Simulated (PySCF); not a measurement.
# Cl2Co (SMILES [Cl][Co][Cl]) (quartet): what the fields show

Input

```
{"job": {"kind": "sp", "xc": "B3LYP", "basis": "ma-def2-SVP", "d3": "d3bj", "grid": 2}, "charge": 0, "multiplicity": 4}
Co     0.012075    -0.003700    -0.008303
Cl    -0.028488    -0.013451     2.093641
Cl     0.039406     0.012068    -2.110435
```

Command:

```sh
OMP_NUM_THREADS=1 python redox_run.py task.json out
```

Geometry: BP86-D3(BJ)/ma-def2-SVP.

These are results of DFT single point, gas phase, functional B3LYP (PySCF 2.14.0, density-fitted response routines), not measurements.

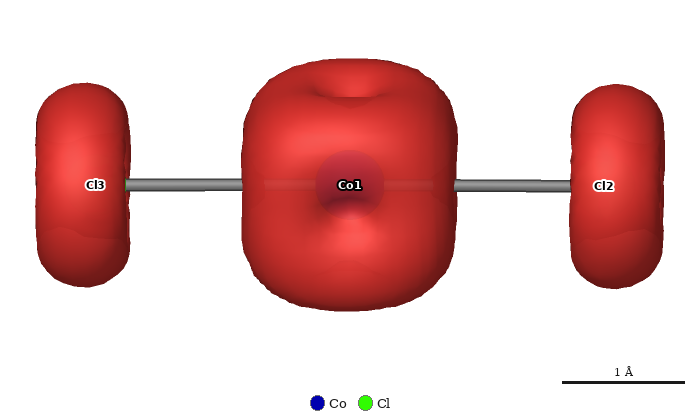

Figure 1. Isosurfaces of the spin density (α minus β) at +0.04 (red) and −0.04 e/Å³ (blue), seen from one side.

Question: Describe the spin distribution.

Answer: The unpaired spin (3 electrons) lies mostly on Co1 (about 2.6), Cl2 (about 0.2) and Cl3 (about 0.2), in electrons by Hirshfeld's partition. Only one sign reaches the isovalue.

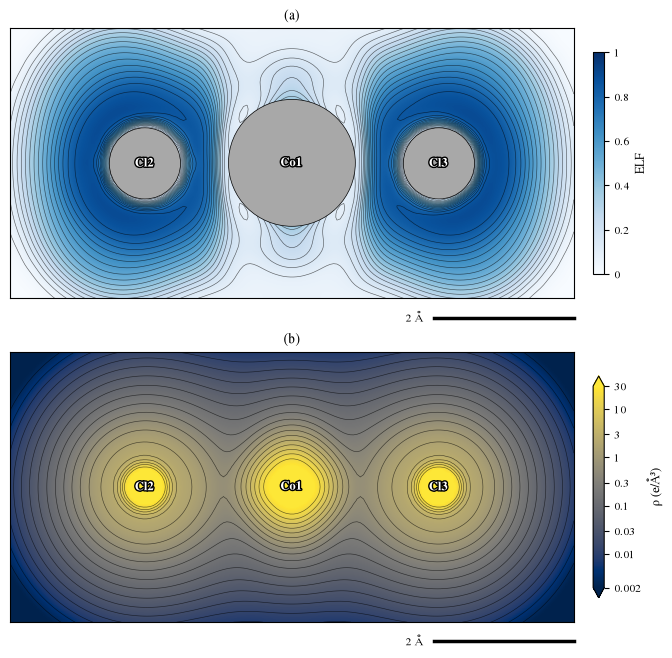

Figure 2. (a) electron localisation function; (b) total electron density on a plane that holds the molecular axis. Grey discs cover the atomic cores in the ELF map.

Question: Read the bonding off the picture.

Answer: The plane passes through Co and Cl nuclei. Co–Cl (2.10 Å): ρ at the midpoint is about 0.71 e/Å³; the ELF peaks at about 0.80 in the valence shell of Cl, 0.8 Å from its nucleus, and is about 0.35 at the midpoint.

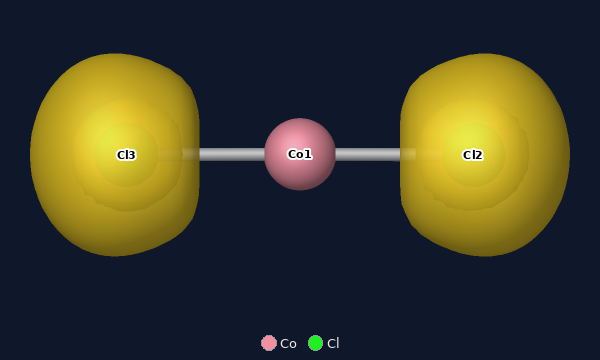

Figure 3. Isosurface of the ELF at 0.75 (yellow), seen from one side. Core shells and regions of very low density are left out.

Question: What do the ELF domains correspond to?

Answer: The surface consists of two regions wrapped around Cl (the valence shell of each).
